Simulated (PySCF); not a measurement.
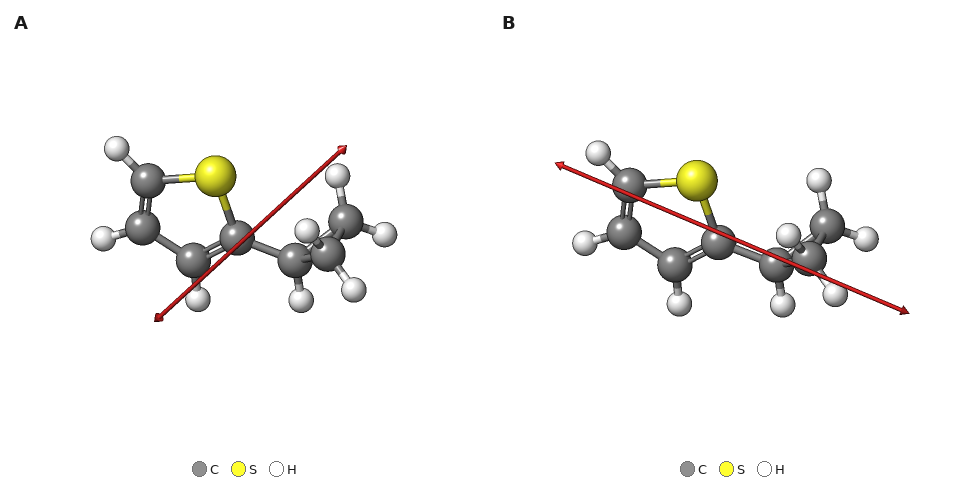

The double arrows show the directions of two transition dipoles from the ground state (lengths mean nothing). Computed geometry: PBE0-D3(BJ)/def2-SVP optimisation. No frequency run is at hand to confirm it as a minimum. Level of theory: TDDFT CAM-B3LYP/def2-SVPD, vertical, gas phase, core orbitals frozen in the response (PySCF 2.14.0).

### One belongs to singlet state 1 and one to singlet state 2. Which is which?

A: state 2, 5.87 eV (211 nm), oscillator strength 0.070, mainly HOMO−1 → LUMO (weight 0.83).
B: state 1, 5.36 eV (231 nm), oscillator strength 0.18, mainly HOMO → LUMO (weight 0.96).
